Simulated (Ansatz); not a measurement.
**MoHCl$_{3}$F$_{4}$: geometry relaxation (part 1 of 2)**

The run: geometry relaxation of MoHCl$_{3}$F$_{4}$. Method and program: RHF/def2-SVP (Ansatz 0.2.0).

It belongs to a series of runs on one base structure; here: end point B relaxed. Figures and captions count atoms from 1; the log counts them from 0 in places.

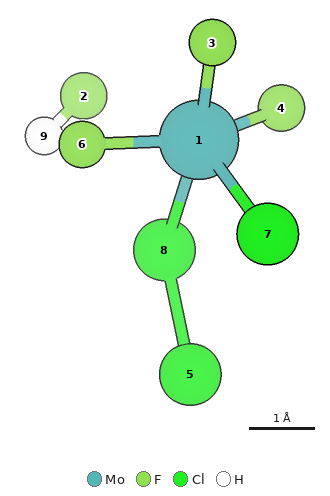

*The structure as given in the input (ball-and-stick view, seen at a tilt; atoms are numbered from 1 in the order of the input). Sticks mark near contacts.*

Bond lengths as drawn: Cl–Cl 2.03 Å, Cl–Mo 2.31 to 2.39 Å, F–H 0.91 Å and F–Mo 1.81 to 1.87 Å.

Key numbers:

- outcome: converged
- total energy: −50168.9911 eV
- mean-field energy: −50168.9911 eV
- largest force (length of the vector) at the end: 0.034 eV/Å
- hardware: 4 threads of Arm Neoverse V1, 24 GiB of memory available, shared host
- wall time: 88 s (CPU time 5.5 min)
- peak memory: 0.57 GiB

The run takes a singlet; with an open-shell metal another spin state may lie lower.

The input:
```yaml
crystal:
  periodic: [false, false, false]
  atoms:
    - { symbol: Mo, position_ang: [0.326792, 0.28658, -0.227283] }
    - { symbol: F, position_ang: [-0.130702, 0.604016, 2.685511] }
    - { symbol: F, position_ang: [2.137181, -0.072243, -0.548099] }
    - { symbol: F, position_ang: [0.522056, 2.079236, -0.120972] }
    - { symbol: Cl, position_ang: [-3.399225, 0.339744, -0.757157] }
    - { symbol: F, position_ang: [0.122179, -1.250227, 0.738182] }
    - { symbol: Cl, position_ang: [-0.331704, -0.119921, -2.399921] }
    - { symbol: Cl, position_ang: [-1.889984, 0.702237, 0.556981] }
    - { symbol: H, position_ang: [-0.683293, -0.120823, 2.686757] }
basis:
  gaussian: { orbitals: def2-SVP }
hamiltonian:
  xc: hf
relax:
  f_tol: 0.03
  max_steps: 50
output:
  orbitals: {}
```

Launched with:
```bash
ansatz run input.yaml --threads 4 --pin off --max-ram 5120MiB --backend cpu --events-out ev --progress --plain --runs-dir out
```

What the program printed:
```
The last accepted step is kept in [file] (removed where the run ends without a failure and the disk answers)
Engine: ansatz 0.2.0, aarch64-unknown-linux-gnu
Functional definition: HF
  exchange = exact_x
  correlation = 0
1491 factors; integrals over basis functions are off by at most 3.0e-4 eV
mean field evaluation 1: about -50150.6161 eV, gradient 7.6e1 eV
mean field evaluation 2: about -50150.9641 eV, gradient 7.7e1 eV
mean field evaluation 4: about -50160.2117 eV, gradient 4.3e1 eV
mean field evaluation 8: about -50167.9331 eV, gradient 1.1e0 eV
mean field evaluation 16: about -50167.9827 eV, gradient 1.6e-5 eV
mean field evaluation 32: about -50156.9542 eV, gradient 5.0e0 eV
mean field evaluation 64: about -50164.5276 eV, gradient 2.5e0 eV
mean field evaluation 96: about -50165.9071 eV, gradient 1.1e1 eV
mean field -50167.98274937 eV, -1843.6393609593 hartree, gradient 1.6e-5 eV, S^2 0.000000; 0 other end points of the search recorded, 0 dependent functions left out
the calculation of the forces begins
reference -50167.98274937 eV, -1843.6393609593 hartree; 51, 51 occupied and 95, 95 virtual orbitals, 1491 factors
relax step   1: F+E_penalty+E_count = -50167.98274937 eV  Δ(F+E_penalty+E_count) = +0.000e0 eV  max|allowed force component| = 2.338e0 eV/Å  Δτ_max = 0.0000 Å  (171 SCF iters, accepted)
these checks for a lower state are left out or cut short: starts, cluster_reference, orbital_swaps, neighbouring_geometries, increment
1491 factors; integrals over basis functions are off by at most 3.1e-4 eV
mean field -50168.35315862 eV, -1843.6529732481 hartree, gradient 1.7e-5 eV, S^2 0.000000; 0 other end points of the search recorded, 0 dependent functions left out
[... from here on the field's lines of each further geometry are left out, up to the last ...]
relax step   2: F+E_penalty+E_count = -50168.35315862 eV  Δ(F+E_penalty+E_count) = -3.704e-1 eV  max|allowed force component| = 1.831e0 eV/Å  Δτ_max = 0.1973 Å  (82 SCF iters, accepted)
relax step   3: F+E_penalty+E_count = -50168.46418486 eV  Δ(F+E_penalty+E_count) = -1.110e-1 eV  max|allowed force component| = 2.771e0 eV/Å  Δτ_max = 0.1950 Å  (80 SCF iters, accepted)
relax step   4: F+E_penalty+E_count = -50168.63706185 eV  Δ(F+E_penalty+E_count) = -1.729e-1 eV  max|allowed force component| = 2.489e-1 eV/Å  Δτ_max = 0.2000 Å  (85 SCF iters, accepted)
relax step   5: F+E_penalty+E_count = -50168.70842911 eV  Δ(F+E_penalty+E_count) = -7.137e-2 eV  max|allowed force component| = 3.063e-1 eV/Å  Δτ_max = 0.2000 Å  (86 SCF iters, accepted)
relax step   6: F+E_penalty+E_count = -50168.78076260 eV  Δ(F+E_penalty+E_count) = -7.233e-2 eV  max|allowed force component| = 2.205e-1 eV/Å  Δτ_max = 0.1950 Å  (80 SCF iters, accepted)
relax step   7: F+E_penalty+E_count = -50168.81388820 eV  Δ(F+E_penalty+E_count) = -3.313e-2 eV  max|allowed force component| = 5.812e-1 eV/Å  Δτ_max = 0.1926 Å  (75 SCF iters, accepted)
relax step   8: F+E_penalty+E_count = -50168.83252503 eV  Δ(F+E_penalty+E_count) = -1.864e-2 eV  max|allowed force component| = 8.882e-1 eV/Å  Δτ_max = 0.1417 Å  (80 SCF iters, accepted)
relax step   9: F+E_penalty+E_count = -50168.81601727 eV  Δ(F+E_penalty+E_count) = +1.651e-2 eV  max|allowed force component| = 1.863e0 eV/Å  Δτ_max = 0.1976 Å  (75 SCF iters, rejected (line search))
relax step  10: F+E_penalty+E_count = -50168.84587174 eV  Δ(F+E_penalty+E_count) = -1.335e-2 eV  max|allowed force component| = 5.722e-1 eV/Å  Δτ_max = 0.0986 Å  (84 SCF iters, accepted)
relax step  11: F+E_penalty+E_count = -50168.86212707 eV  Δ(F+E_penalty+E_count) = -1.626e-2 eV  max|allowed force component| = 3.433e-1 eV/Å  Δτ_max = 0.1000 Å  (81 SCF iters, accepted)
relax step  12: F+E_penalty+E_count = -50168.86986002 eV  Δ(F+E_penalty+E_count) = -7.733e-3 eV  max|allowed force component| = 6.349e-1 eV/Å  Δτ_max = 0.1466 Å  (77 SCF iters, accepted)
relax step  13: F+E_penalty+E_count = -50168.88459059 eV  Δ(F+E_penalty+E_count) = -1.473e-2 eV  max|allowed force component| = 4.635e-1 eV/Å  Δτ_max = 0.0902 Å  (84 SCF iters, accepted)
relax step  14: F+E_penalty+E_count = -50168.89158437 eV  Δ(F+E_penalty+E_count) = -6.994e-3 eV  max|allowed force component| = 9.699e-1 eV/Å  Δτ_max = 0.1963 Å  (78 SCF iters, accepted)
relax step  15: F+E_penalty+E_count = -50168.84149034 eV  Δ(F+E_penalty+E_count) = +5.009e-2 eV  max|allowed force component| = 2.195e0 eV/Å  Δτ_max = 0.1948 Å  (78 SCF iters, rejected (line search))
relax step  16: F+E_penalty+E_count = -50168.91208718 eV  Δ(F+E_penalty+E_count) = -2.050e-2 eV  max|allowed force component| = 6.355e-1 eV/Å  Δτ_max = 0.0722 Å  (81 SCF iters, accepted)
relax step  17: F+E_penalty+E_count = -50168.92948743 eV  Δ(F+E_penalty+E_count) = -1.740e-2 eV  max|allowed force component| = 5.043e-1 eV/Å  Δτ_max = 0.1000 Å  (81 SCF iters, accepted)
relax step  18: F+E_penalty+E_count = -50168.96006214 eV  Δ(F+E_penalty+E_count) = -3.057e-2 eV  max|allowed force component| = 3.125e-1 eV/Å  Δτ_max = 0.1500 Å  (77 SCF iters, accepted)
relax step  19: F+E_penalty+E_count = -50168.89889982 eV  Δ(F+E_penalty+E_count) = +6.116e-2 eV  max|allowed force component| = 9.117e-1 eV/Å  Δτ_max = 0.1707 Å  (84 SCF iters, rejected (line search))
relax step  20: F+E_penalty+E_count = -50168.97254404 eV  Δ(F+E_penalty+E_count) = -1.248e-2 eV  max|allowed force component| = 2.271e-1 eV/Å  Δτ_max = 0.0853 Å  (81 SCF iters, accepted)
relax step  21: F+E_penalty+E_count = -50168.97720648 eV  Δ(F+E_penalty+E_count) = -4.662e-3 eV  max|allowed force component| = 6.996e-1 eV/Å  Δτ_max = 0.0958 Å  (75 SCF iters, accepted)
relax step  22: F+E_penalty+E_count = -50168.98638508 eV  Δ(F+E_penalty+E_count) = -9.179e-3 eV  max|allowed force component| = 1.736e-1 eV/Å  Δτ_max = 0.0694 Å  (79 SCF iters, accepted)
relax step  23: F+E_penalty+E_count = -50168.98786798 eV  Δ(F+E_penalty+E_count) = -1.483e-3 eV  max|allowed force component| = 1.793e-1 eV/Å  Δτ_max = 0.0874 Å  (83 SCF iters, accepted)
relax step  24: F+E_penalty+E_count = -50168.99011188 eV  Δ(F+E_penalty+E_count) = -2.244e-3 eV  max|allowed force component| = 6.215e-2 eV/Å  Δτ_max = 0.0703 Å  (75 SCF iters, accepted)
the calculation of the forces begins
reference -50168.99111357 eV, -1843.6764176601 hartree; 51, 51 occupied and 95, 95 virtual orbitals, 1492 factors
relax step  25: F+E_penalty+E_count = -50168.99111357 eV  Δ(F+E_penalty+E_count) = -1.002e-3 eV  max|allowed force component| = 2.785e-2 eV/Å  Δτ_max = 0.0288 Å  (78 SCF iters, accepted)
1492 factors; integrals over basis functions are off by at most 8.7e-4 eV
mean field evaluation 352: about -50159.8987 eV, gradient 3.6e1 eV
mean field evaluation 384: about -50167.0436 eV, gradient 7.4e0 eV
mean field evaluation 416: about -50156.4086 eV, gradient 4.8e0 eV
mean field evaluation 448: about -50162.5160 eV, gradient 5.1e1 eV
mean field evaluation 480: about -50148.6985 eV, gradient 2.1e1 eV
```

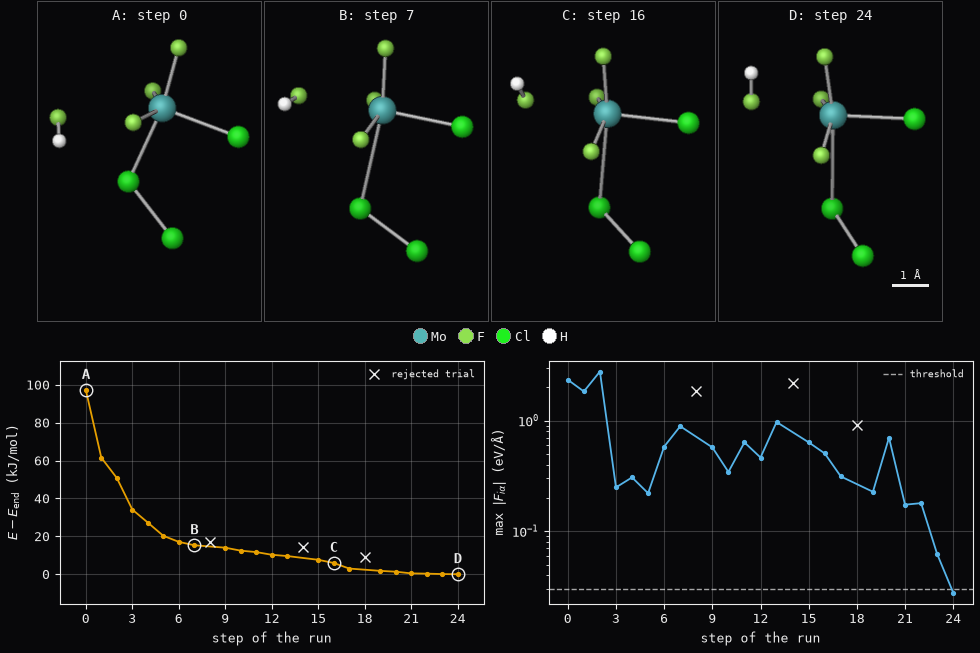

*Frames of the relaxation (ball-and-stick view, seen at a tilt) above the curves, on which the letters mark them (the first geometry is step 0 here and step 1 in the log).*

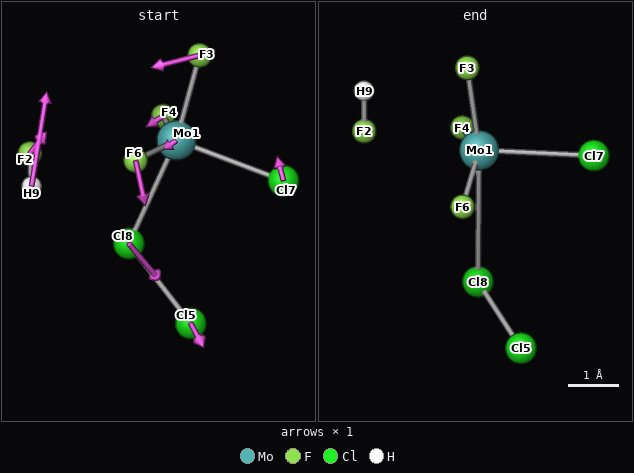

*Before (left) and after (right) the relaxation, at one scale (ball-and-stick view, seen at a tilt). The pink arrows give the displacements, at true length.*

Over 24 geometry steps the energy falls by 97.3 kJ/mol. Largest force component: 2.3 eV/Å at the start, 0.028 eV/Å at the end. The line search rejected the trial steps at points 8, 14, 18 (counted from 0) and went back. The largest move after the best rigid fit is that of H9, 1.95 Å. By element the largest moves are H 1.95 Å, Cl 1.31 Å, F 1.06 Å, Mo 0.35 Å. Among the contacts that change: Mo1–Cl8 2.388 → 3.062 Å, Mo1–F6 1.826 → 1.810 Å, Cl5–Cl8 2.034 → 2.020 Å, Mo1–F3 1.873 → 1.884 Å. Among the angles that change: Mo1–Cl8–Cl5 116.5° → 105.1°, F4–Mo1–Cl8 84.7° → 74.9°, F3–Mo1–F6 92.2° → 100.7°. (Atoms are counted from 1 in the order of the input.)

```
mean field -50168.99111357 eV, -1843.6764176601 hartree, gradient 2.2e-5 eV, S^2 0.000000; 1 other end points of the search recorded, 0 dependent functions left out
the calculation of the forces begins
reference -50168.99111357 eV, -1843.6764176601 hartree; 51, 51 occupied and 95, 95 virtual orbitals, 1492 factors
Total energy: -50168.99111357 eV, -1843.6764176601 hartree
Atom 0 at     0.114032     0.260680     0.048006 Å, force    -0.016229    -0.008860     0.018841 eV/Å
Atom 1 at     0.393366     0.307349     2.387033 Å, force     0.008700    -0.005475    -0.002864 eV/Å
Atom 2 at     1.867926    -0.310190     0.432343 Å, force     0.004905     0.002073     0.003012 eV/Å
Atom 3 at     0.285253     2.052881     0.257647 Å, force     0.003890    -0.013775     0.001671 eV/Å
Atom 4 at    -3.817973    -0.131368    -0.989104 Å, force     0.006802     0.007326     0.008679 eV/Å
Atom 5 at    -0.822476    -1.235328     0.448256 Å, force     0.014751     0.027848    -0.013980 eV/Å
Atom 6 at     0.127872     0.121442    -2.260227 Å, force     0.000242    -0.006067    -0.006649 eV/Å
Atom 7 at    -2.733441     1.365533    -0.173772 Å, force    -0.009392    -0.007883    -0.004188 eV/Å
Atom 8 at     1.258740     0.017599     2.463817 Å, force    -0.013669     0.004814    -0.004522 eV/Å
Dipole moment:    -0.407411     0.073073     0.654238 e Å
```

Trajectory as extended XYZ (Å, eV, eV/Å), 23 of the 25 frames kept, from step=1 to step=25:
```
9
Properties=species:S:1:pos:R:3:forces:R:3 step=1 energy=-50167.98275
Mo    0.3268    0.2866   -0.2273    2.2027  -0.4226  -0.6645
F    -0.1307    0.6040    2.6855   -0.2564  -0.2413  -0.0714
F     2.1372   -0.0722   -0.5481   -0.0265   0.0160   0.0201
F     0.5221    2.0792   -0.1210   -0.0091  -0.0320   0.0200
Cl   -3.3992    0.3397   -0.7572   -0.0126   0.0075   0.0109
F     0.1222   -1.2502    0.7382   -0.0343   0.0289  -0.0849
Cl   -0.3317   -0.1199   -2.3999    0.0020  -0.0235   0.0384
Cl   -1.8900    0.7022    0.5570   -2.3380   0.5322   0.4254
H    -0.6833   -0.1208    2.6868    0.4722   0.1347   0.3058
9
Properties=species:S:1:pos:R:3:forces:R:3 step=2 energy=-50168.35316
Mo    0.3859    0.2806   -0.2438    0.8517  -0.2291  -0.1548
F    -0.1591    0.6362    2.6483   -0.9106  -1.8308   0.3552
F     2.1957   -0.0786   -0.5406   -0.0155   0.0216   0.0260
F     0.5371    2.0760   -0.1217   -0.0092  -0.0338  -0.0054
Cl   -3.4969    0.3517   -0.8035    0.0692  -0.0010  -0.0195
F     0.1163   -1.2505    0.7135   -0.0543   0.0622  -0.0742
Cl   -0.3045   -0.1340   -2.4026    0.0344  -0.0296  -0.0475
Cl   -2.0354    0.7609    0.5368   -1.0494   0.2561   0.2332
H    -0.5658   -0.1936    2.8276    1.0837   1.7845  -0.3130
9
Properties=species:S:1:pos:R:3:forces:R:3 step=3 energy=-50168.46418
Mo    0.4025    0.2723   -0.2404    0.3825  -0.0445  -0.0135
F    -0.1930    0.6592    2.6118   -0.5018  -2.7710   0.7599
F     2.2178   -0.0834   -0.4997   -0.0496   0.0114   0.0169
F     0.5322    2.0686   -0.1159   -0.0325  -0.0692  -0.0075
Cl   -3.5489    0.3652   -0.8619    0.0527   0.0190   0.0234
F     0.0806   -1.2554    0.7036   -0.0549   0.0536  -0.0202
Cl   -0.2635   -0.1503   -2.4081    0.0432  -0.0116   0.0148
Cl   -2.1717    0.8156    0.5511   -0.5049   0.0839   0.0098
H    -0.3829   -0.2433    2.8734    0.6653   2.7284  -0.7837
9
Properties=species:S:1:pos:R:3:forces:R:3 step=4 energy=-50168.63706
Mo    0.4088    0.2724   -0.1924   -0.0934  -0.1855   0.0377
F    -0.0378    0.6038    2.4985    0.1440   0.2489  -0.0247
F     2.2305   -0.0791   -0.3730    0.0526   0.0128   0.0361
F     0.4918    2.0662   -0.0621   -0.0406   0.0932  -0.0163
Cl   -3.6759    0.3927   -0.9525    0.0248  -0.0224  -0.0443
F     0.0052   -1.2633    0.7031   -0.0634  -0.0478  -0.0908
Cl   -0.2042   -0.1699   -2.3736    0.0900   0.0127  -0.0011
Cl   -2.3584    0.8396    0.5091   -0.1441   0.0778   0.0647
H    -0.1867   -0.2138    2.8568    0.0302  -0.1897   0.0388
9
Properties=species:S:1:pos:R:3:forces:R:3 step=5 energy=-50168.70843
Mo    0.3699    0.2646   -0.1656   -0.1375  -0.1674   0.3063
F     0.1318    0.5886    2.3936    0.1689   0.1526  -0.0253
F     2.2071   -0.0704   -0.2097   -0.0530   0.0160  -0.0291
F     0.4030    2.0643   -0.0405   -0.0068  -0.0252  -0.0465
Cl   -3.6558    0.3891   -1.0120    0.0026   0.0036   0.0544
F    -0.1319   -1.2959    0.6417   -0.0034   0.0799  -0.1154
Cl   -0.1503   -0.1747   -2.3740    0.1335   0.0341  -0.0046
Cl   -2.4517    0.8644    0.5425   -0.1575   0.0291  -0.1378
H    -0.0487   -0.1814    2.8380    0.0532  -0.1227  -0.0020
```
